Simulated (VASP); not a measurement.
Band structure of SnTe (rock salt). Computed with RPBE GGA, VASP's PBE PAW potentials (set 64) (plane waves; VASP).

Unless said otherwise, spin-orbit coupling is left out, though it shifts the bands of the heavy elements here.

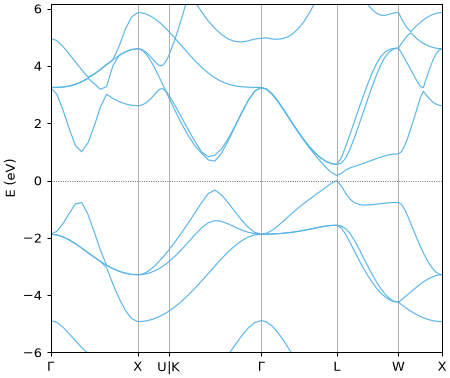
Bands along high-symmetry lines, zero at the valence-band maximum or, without a gap, the Fermi level

Read the plot: is there a gap, and where are the band edges?

The gap is direct, 0.18 eV, from the valence maximum at L to the conduction minimum at L. (Edges off the drawn lines would not show.)

The compound is SnTe in the rock salt structure, which distorts at low temperature. It was relaxed first, which changed the volume by +8 %.
